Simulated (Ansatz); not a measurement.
Response to strain in Al

Consider Al in the fcc (Cu type) structure (space group Fm-3m, No. 225; a = 3.994 Å; relaxed with 0.1 eV smearing). Axes: x, y, z lie along the cube axes.

Strains are applied to the cell and any free atomic positions relax; under biaxial strain the out-of-plane vector relaxes too.

Computed with r2SCAN (Ansatz, a program for electronic structure), without spin-orbit coupling.

Notes on the quantities. energy relative to the base: free energy F.

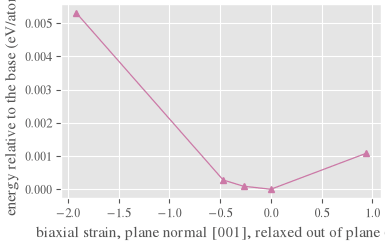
Figure: Energy relative to the base against biaxial strain, plane normal [001], relaxed out of plane

From the plot, what is the energy relative to the base for biaxial strain +0.94 %, plane normal [001], relaxed out of plane?

About 0.0011 eV/atom.

Is the trend monotonic over the range shown?

No, it turns within the range, spanning 0 meV/atom to +5.3 meV/atom.

Stability against distortions was not tested.
